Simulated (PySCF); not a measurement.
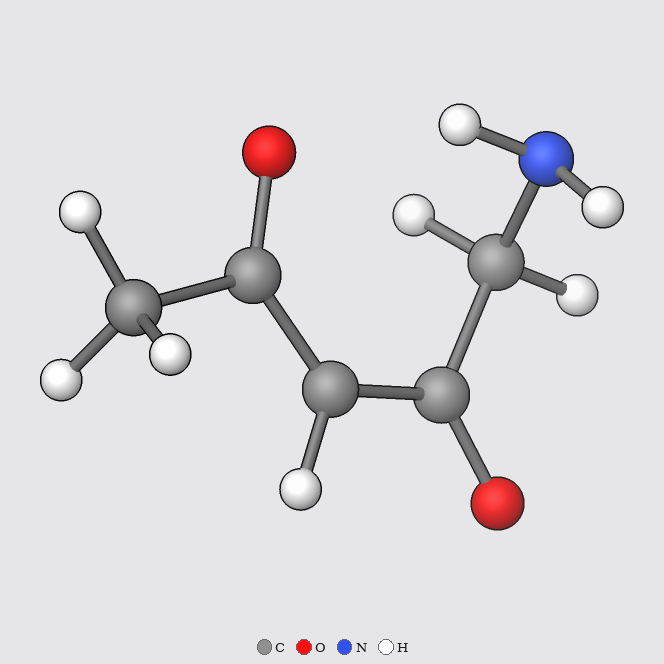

A ball-and-stick model of a molecule. Every bond is drawn as one stick, whatever its order.

State: charge −1, singlet.

Question: Count the atoms of each element.

Answer: C₅H₈NO₂⁻, 16 atoms: 5 carbon, 8 hydrogen, 1 nitrogen and 2 oxygen.

Question: What is its SMILES?

Answer: CC(=O)/C=C(/[O-])CN

Question: Does it have rings?

Answer: It has no ring.

Question: How many bonds of each kind are drawn?

Answer: 6 C–H, 4 C–C, 2 C–O, 2 N–H, 1 C–N.

Question: Name functional groups in it.

Answer: Among them: ketone, primary amine, alkene.

The parts below concern this one geometry. Atoms keep their numbers from picture to picture. Computed geometry: PBE0-D3(BJ)/def2-SVP optimisation. No frequency run is at hand to confirm it as a minimum.

Shape

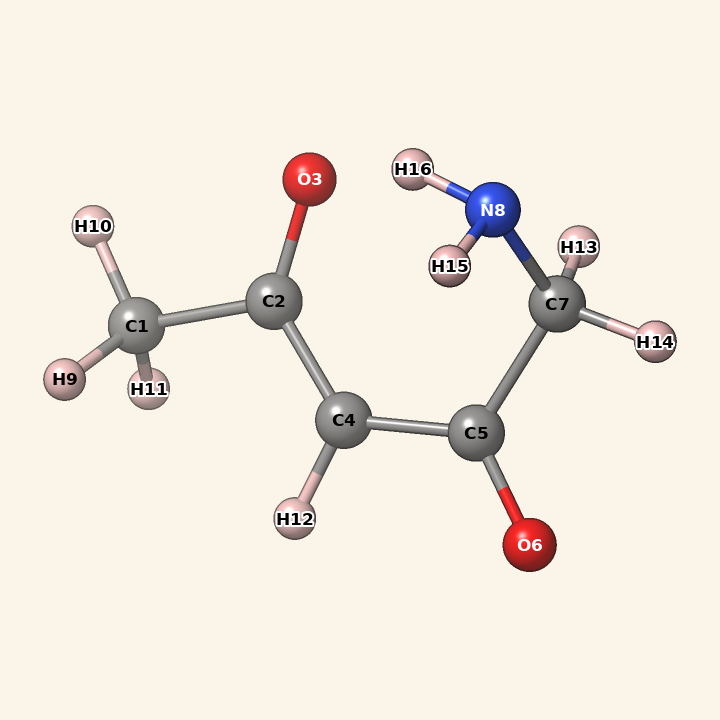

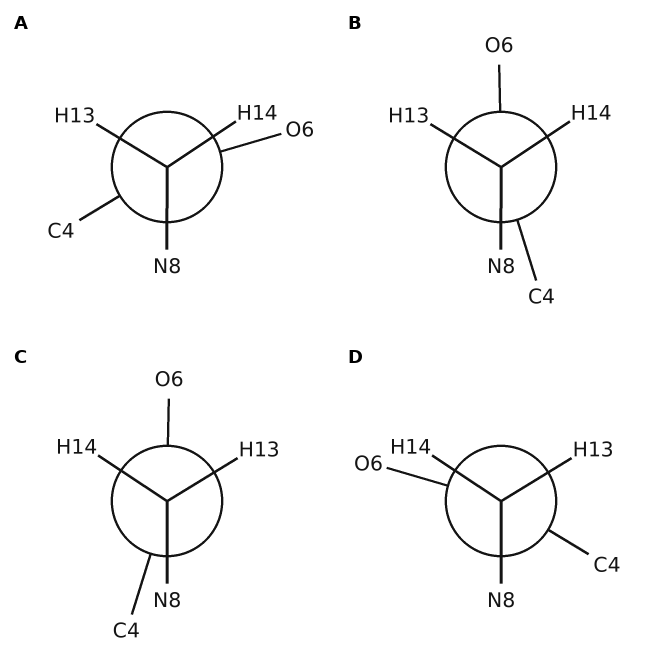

Atoms fade into the background with distance from the viewer. Bonds that would overlap in a projection are set slightly apart. No frequency run is at hand to confirm it as a minimum.

Question: Which Newman projection shows the view along C7–C5, with C7 in front?

Answer: A. The torsion angle N8–C7–C5–O6 is −121°, anticlinal.

Charges

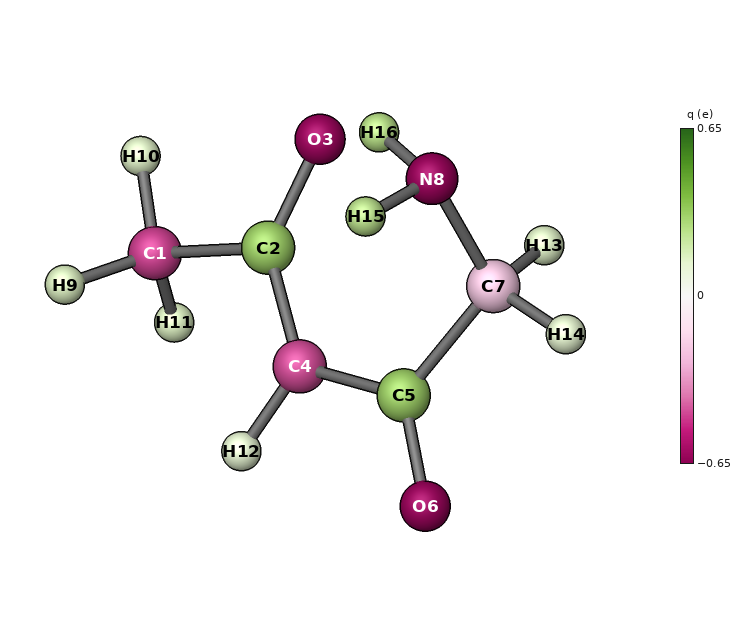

Atoms are coloured by their IAO charges. No frequency run is at hand to confirm it as a minimum. Method: PBE0/pcSseg-1 in acetonitrile (IEF-PCM) (PySCF 2.14.0).

Question: Which atom carries the highest charge (most positive or least negative)?

Answer: C2, C5 (0.31 e).

Question: And the lowest?

Answer: N8 (−0.62 e).

List the IAO charges.

| atom | value (e) |
| --- | --- |
| C1 | −0.46 |
| C2 | 0.31 |
| O3 | −0.61 |
| C4 | −0.44 |
| C5 | 0.31 |
| O6 | −0.61 |
| C7 | −0.19 |
| N8 | −0.62 |
| H9 | 0.15 |
| H10 | 0.14 |
| H11 | 0.15 |
| H12 | 0.12 |
| H13 | 0.14 |
| H14 | 0.13 |
| H15 | 0.24 |
| H16 | 0.25 |

Levels of theory compared

No frequency run is at hand to confirm it as a minimum. Program: PySCF 2.14.0.

Tabulate HOMO energy (eV) at these levels: B3LYP/def2-SVPD; B3LYP/def2-SVPD in acetonitrile (IEF-PCM); B3LYP/def2-SVPD in methanol (IEF-PCM); PBE0/pcSseg-1 in acetonitrile (IEF-PCM); PBE0/pcSseg-1 in methanol (IEF-PCM).

| level | HOMO energy (eV) |
| --- | --- |
| B3LYP/def2-SVPD | −1.23 |
| B3LYP/def2-SVPD in acetonitrile (IEF-PCM) | −5.34 |
| B3LYP/def2-SVPD in methanol (IEF-PCM) | −5.33 |
| PBE0/pcSseg-1 in acetonitrile (IEF-PCM) | −5.37 |
| PBE0/pcSseg-1 in methanol (IEF-PCM) | −5.35 |

Bond orders

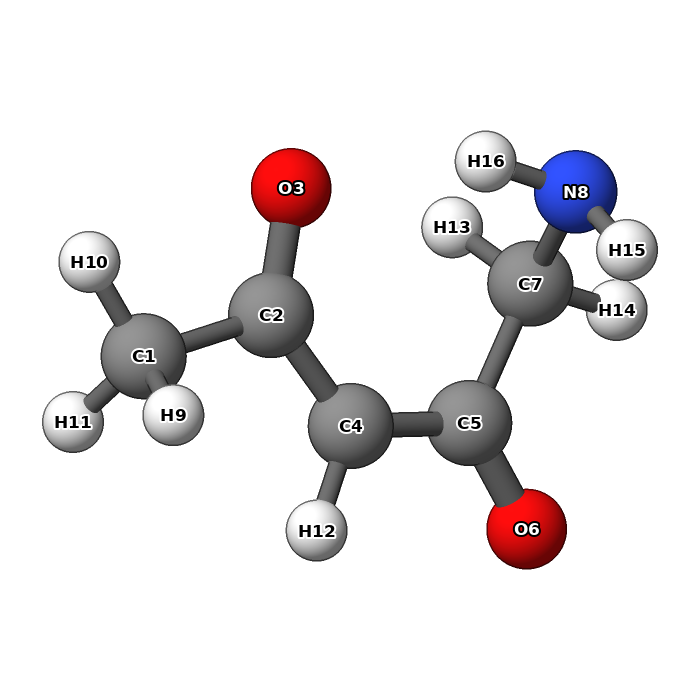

The thickness of each stick grows with its Mayer bond order. No frequency run is at hand to confirm it as a minimum. Method: PBE0/pcSseg-1 in acetonitrile (IEF-PCM) (PySCF 2.14.0).

List the Mayer bond orders of C1–C2, C2–O3, C2–C4, C4–C5, C5–O6, C5–C7, C7–N8 (bonds between heavy atoms, one of each equivalent set).

```csv
bond,Mayer order,length (Å)
C1–C2,1.00,1.536
C2–O3,1.67,1.252
C2–C4,1.26,1.411
C4–C5,1.29,1.432
C5–O6,1.75,1.241
C5–C7,0.97,1.537
C7–N8,1.04,1.455
```

NMR shielding

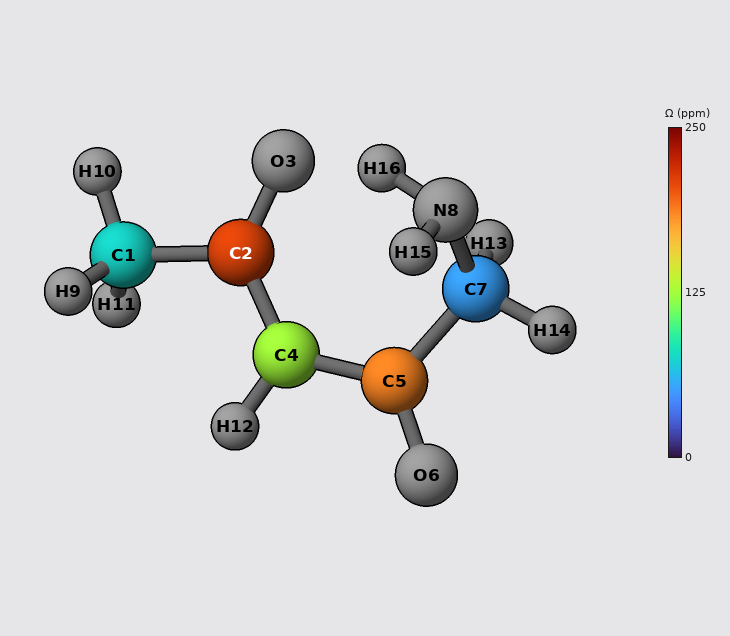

The C atoms are coloured by the span of their shielding tensor. No frequency run is at hand to confirm it as a minimum. Level of theory: GIAO PBE0/pcSseg-1 NMR shielding, non-relativistic, IEF-PCM acetonitrile (PySCF 2.14.0). Principal shieldings σ11 ≤ σ22 ≤ σ33, span Ω = σ33 − σ11, skew κ = 3(σiso − σ22)/Ω.

Question: Which C atom has the most anisotropic shielding?

Answer: C2, with a span of 208 ppm.

Give the shielding tensors of the C atoms.

```
atom     σ11    σ22    σ33   σiso      Ω      κ
  C1   115.1  148.8  190.8  151.6   75.6   0.11
  C2  −102.2  −19.8  105.5   −5.5  207.8   0.21
  C4     7.6  120.8  133.5   87.3  125.9  −0.80
  C5   −84.5  −62.1  100.3  −15.5  184.8   0.76
  C7    97.6  128.1  151.0  125.6   53.4  −0.14
```

Shieldings and span in ppm.
